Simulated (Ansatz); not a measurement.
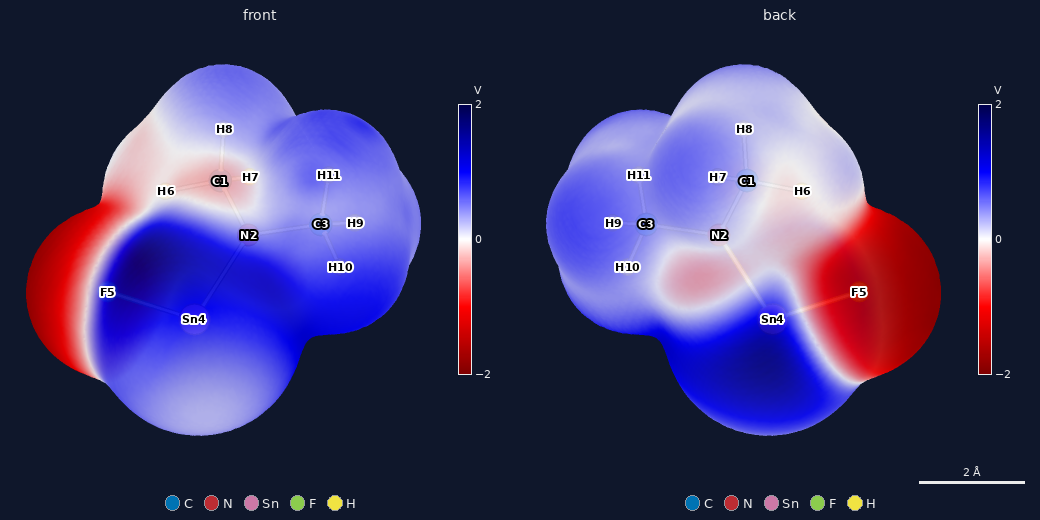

Figure. C2H6FNSn (SMILES C[N](C)[Sn][F]). The molecular electrostatic potential painted on the density surface at 0.002 e/bohr³, seen from the front and from behind; red is negative and blue positive.

Geometry: PBE0-D4/def2-TZVP; core potentials replace the inner electrons of Sn.

Method: Ansatz 0.2.0, RKS PBE0-D4/def2-TZVPP.

```xyz
11

C    -0.9656   -0.0458    0.6143
N     0.1779    0.1908   -0.2295
C     1.1719   -0.8472   -0.1533
Sn    0.4321    1.7949   -1.4272
F    -1.2778    2.5997   -0.9195
H    -1.6821    0.7701    0.5155
H    -0.6699   -0.1247    1.6702
H    -1.4683   -0.9861    0.3468
H     1.5626   -0.9609    0.8679
H     2.0204   -0.6256   -0.8095
H     0.7643   -1.8224   -0.4554
```

**Which sites attract a positive test charge, and which a negative one?**

A positive charge is drawn to the negative regions and a negative charge to the positive ones. The most negative region (about −1.8 V) lies over F5, the most positive (about +1.7 V) over Sn4.
